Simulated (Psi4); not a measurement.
# C3HF3 (3,3,3-trifluoroprop-1-yne): M06-2X/cc-pVDZ

Aim: the vertical ionisation energy of C3HF3 (3,3,3-trifluoroprop-1-yne) at M06-2X/cc-pVDZ, from 2 runs. 

Program for the calculation: Psi4 1.11.

### Step 1. Starting point

The species is C3HF3 (7 atoms), meant as a singlet with charge 0. SMILES: `C#CC(F)(F)F`. The shape is that of a PBE0-D4/def2-TZVP optimisation.

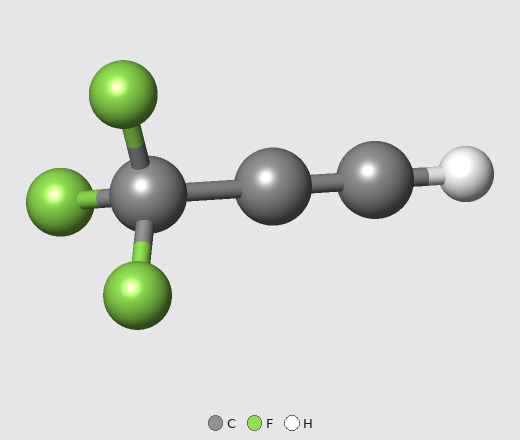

The structure, seen from a chosen angle (carbon grey, fluorine green, hydrogen white).

### Step 2. Energy and gradient at M06-2X/cc-pVDZ

calc.dat reads:

```
memory 2200 mb

molecule geom {
  0 1
  C      1.240120    -1.224310     0.056870
  C      0.389860    -0.384860     0.017830
  C     -0.649470     0.641190    -0.029790
  F     -1.829820     0.117340    -0.368360
  F     -0.353670     1.586810    -0.924540
  F     -0.794980     1.236310     1.156350
  H      1.997970    -1.972480     0.091640
  symmetry c1
}

set {
  basis                cc-pVDZ
  puream               true
  e_convergence        1e-09
  d_convergence        1e-08
  scf_type             pk
  dft_radial_points    99
  dft_spherical_points 590
}

energy_value, wavefunction = gradient("m06-2x", return_wfn=True)
oeprop(wavefunction, "MAYER_INDICES", "QUADRUPOLE", "WIBERG_LOWDIN_INDICES")
```

On the command line:

```console
$ psi4 -i calc.dat -o calc.out -n 1
```

calc.out:

```text
[...]
  Running in c1 symmetry.
[...]
  Nuclear repulsion =  231.021486174478355
[...]
  Multiplicity = 1
[...]
  Nalpha       = 23
  Nbeta        = 23
[...]
    Number of basis functions: 89
[...]
   @RKS iter   1:  -414.12351462313643   -4.39934e-01   6.22822e-03 DIIS/ADIIS
[...]
   @RKS iter  10:  -414.25997767750630   -3.37081e-11   9.02929e-09 DIIS
[...]
    Orbital Energies [Eh]
    ---------------------
    Doubly Occupied:
       1A    -25.295714     2A    -25.295705     3A    -25.295699
       4A    -10.824276     5A    -10.594898     6A    -10.585867
       7A     -1.475929     8A     -1.379786     9A     -1.379782
      10A     -0.913392    11A     -0.828202    12A     -0.729792
      13A     -0.696876    14A     -0.696875    15A     -0.625005
      16A     -0.571359    17A     -0.571355    18A     -0.530261
      19A     -0.530257    20A     -0.508780    21A     -0.505656
      22A     -0.385630    23A     -0.385630
[...]
  @RKS Final Energy:  -414.25997767750630
   => Energetics <=
    Nuclear Repulsion Energy =            231.0214861744783548
    One-Electron Energy =               -1030.2828184831957969
    Two-Electron Energy =                 408.0196926571419453
    DFT Exchange-Correlation Energy =     -23.0183380259307775
    Empirical Dispersion Energy =           0.0000000000000000
    VV10 Nonlocal Energy =                  0.0000000000000000
    Total Energy =                       -414.2599776775062992
[...]
  -Total Gradient:
     Atom            X                  Y                   Z
    ------   -----------------  -----------------  -----------------
       1       -0.009725860989     0.009599671844    -0.000444826566
       2        0.009786689022    -0.009662561730     0.000448890902
       3        0.003952514857    -0.003901848120     0.000182323268
       4        0.000846873579     0.000379258834     0.000301918251
       5       -0.000245981839    -0.000712107330     0.000665399700
       6        0.000087993937    -0.000345881666    -0.000914813757
       7       -0.004720795009     0.004661524357    -0.000216804929
[...]
 Multipole Moments:
 ------------------------------------------------------------------------------------
     Multipole            Electronic (a.u.)      Nuclear  (a.u.)        Total (a.u.)
 ------------------------------------------------------------------------------------
 L = 1.  Multiply by 2.5417464519 to convert [e a0] to [Debye]
 Dipole X            :         -3.1681886            3.8209523            0.6527637
 Dipole Y            :          3.1277707           -3.7721937           -0.6444230
 Dipole Z            :         -0.1452770            0.1752039            0.0299269
 Magnitude           :                                                    0.9177565
 L = 2.  Multiply by 1.3450342976 to convert [e a0^2] to [Debye ang]
 Quadrupole XX       :       -184.7987195          163.9570666          -20.8416528
 Quadrupole XY       :         84.6514698          -88.1313961           -3.4799263
[...]
```

Wall time 35 s (1 thread of Intel Xeon Platinum 8488C (Sapphire Rapids), shared host); peak memory 1.4 GiB.

### Step 3. The doublet cation: the energy at UM06-2X/cc-pVDZ

input.inp reads:

```
memory 2200 MB

molecule {
  1 2
  C      1.240120    -1.224310     0.056870
  C      0.389860    -0.384860     0.017830
  C     -0.649470     0.641190    -0.029790
  F     -1.829820     0.117340    -0.368360
  F     -0.353670     1.586810    -0.924540
  F     -0.794980     1.236310     1.156350
  H      1.997970    -1.972480     0.091640
  symmetry c1
  no_reorient
  no_com
}

set reference uks
set puream true
set e_convergence 1e-09
set d_convergence 1e-08
set scf_type pk
set dft_radial_points 99
set dft_spherical_points 590
set maxiter 100

energy_value, wavefunction = energy("m06-2x/cc-pVDZ", return_wfn=True)
oeprop(wavefunction, "MAYER_INDICES", "WIBERG_LOWDIN_INDICES", "DIPOLE")
print_variables()
```

On the command line:

```console
$ psi4 -n 1 input.inp input.out
```

input.out:

```text
[...]
  Running in c1 symmetry.
[...]
  Nuclear repulsion =  231.021486174478355
[...]
  Multiplicity = 2
[...]
  Nalpha       = 23
  Nbeta        = 22
[...]
    Number of basis functions: 89
[...]
   @UKS iter   1:  -413.72677556022433   -4.31946e-02   5.03904e-03 ADIIS/DIIS
[...]
   @UKS iter  57:  -413.81609529718162   -1.93268e-12   8.49689e-09 DIIS
[...]
   @S^2 Observed:                7.522613204E-01
[...]
    Orbital Energies [Eh]
    ---------------------
    Alpha Occupied:
       1A    -25.515894     2A    -25.513808     3A    -25.506513
       4A    -11.061548     5A    -10.967547     6A    -10.962967
       7A     -1.691354     8A     -1.595278     9A     -1.590177
      10A     -1.273079    11A     -1.106330    12A     -0.969862
      13A     -0.936621    14A     -0.912935    15A     -0.909248
      16A     -0.787802    17A     -0.782968    18A     -0.757648
      19A     -0.746526    20A     -0.742901    21A     -0.730157
      22A     -0.716098    23A     -0.715408
    Alpha Virtual:
      24A     -0.283924    25A     -0.264371    26A     -0.124578
[...]
  @UKS Final Energy:  -413.81609529718162
   => Energetics <=
    Nuclear Repulsion Energy =            231.0214861744783548
    One-Electron Energy =               -1018.6492762955633680
    Two-Electron Energy =                 396.6386622710721213
    DFT Exchange-Correlation Energy =     -22.8269674471687267
    Empirical Dispersion Energy =           0.0000000000000000
    VV10 Nonlocal Energy =                  0.0000000000000000
    Total Energy =                       -413.8160952971816187
  UHF NO Occupations:
  HONO-2 :   21  A 1.9996613
  HONO-1 :   22  A 1.9995416
[...]
 Multipole Moments:
 ------------------------------------------------------------------------------------
     Multipole            Electronic (a.u.)      Nuclear  (a.u.)        Total (a.u.)
 ------------------------------------------------------------------------------------
 L = 1.  Multiply by 2.5417464519 to convert [e a0] to [Debye]
 Dipole X            :         37.5147955          -35.7634449            1.7513506
 Dipole Y            :        -37.0511654           35.3072272           -1.7439382
 Dipole Z            :          1.7372556           -1.6399988            0.0972568
 Magnitude           :                                                    2.4734608
[...]
```

Wall time 2.7 min (1 thread of Intel Xeon Platinum 8488C (Sapphire Rapids), shared host); peak memory 1.4 GiB.

### Step 4. What came out

Level: M06-2X/cc-pVDZ.

| quantity | value |
| --- | --- |
| singlet C3HF3: total energy | -414.25998 Eh |
| singlet C3HF3: dipole moment | 2.33 D |
| singlet C3HF3: HOMO energy | -10.49 eV |
| singlet C3HF3: LUMO energy | 1.08 eV |
| singlet C3HF3: HOMO–LUMO gap | 11.58 eV |
| singlet C3HF3: largest force on an atom | 0.708 eV/Å |
| doublet cation: total energy | -413.81610 Eh |
| doublet cation: HOMO energy (highest over α and β) | -18.99 eV |
| doublet cation: LUMO energy (lowest over α and β) | -13.36 eV |
| doublet cation: ⟨S²⟩ | 0.752 |
| vertical ionisation energy (to the doublet cation) | 12.079 eV |

**Reading.** The vertical ionisation energy comes to 12.08 eV (279 kcal/mol). The largest force (singlet C3HF3) is 0.71 eV/Å: the shape isn't a stationary point for this species at this level. −ε(HOMO) before ionisation, 10.49 eV, is 1.59 eV below this ionisation energy.
